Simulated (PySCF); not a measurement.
**GeB (charge +1): geometry relaxation (part 3 of 3)**

GeB, charge +1, multiplicity 3; UHF/x2c-svpall, optimize (PySCF 2.14.0). 

Geometry of the input (Å):
```
Ge 0.0000  0.0000  0.0000
B  0.0000  0.0000  1.6600
```

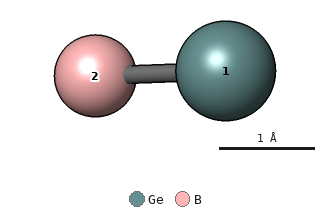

The structure as given in the input (ball-and-stick view, seen at a tilt; atoms are numbered from 1 in the order of the input). Sticks mark near contacts.

```
Step    6 : Displace = 1.114e-04/1.114e-04 (rms/max) Trust = 3.000e-01 (=) Grad = 9.538e-07/9.538e-07 (rms/max) E (change) = -2120.9507680596 (-1.597e-08) Quality = 1.431
Hessian Eigenvalues: 5.00000e-02 5.00000e-02 5.00000e-02 ... 5.00000e-02 5.00000e-02 1.25995e-01
Converged! =D

    #| If this code has benefited your research, please support us by citing: |#
    #| Wang, L.-P.; Song, C.C. (2016) "Geometry optimization made simple with |#
    #| translation and rotation coordinates", J. Chem, Phys. 144, 214108.     |#
    #|                                     |#
optimised geometry (angstrom)
Ge          0.00000000        0.00000000       -0.16941922
B           0.00000000        0.00000000        1.82941922
orbital energies (hartree): [array([-0.6888, -0.6367, -0.6367, -0.2616, -0.1624, -0.1624]), array([-1.8962, -0.9371, -0.618 , -0.2752, -0.2465, -0.2465])]
```

## Key numbers

| quantity | value |
| --- | --- |
| outcome | converged |
| SCF energy at the first geometry | −2120.903005 hartree |
| ⟨S²⟩ | 2.103 |
| hardware | 1 CPU thread, shared host |
| wall time | 12 s |
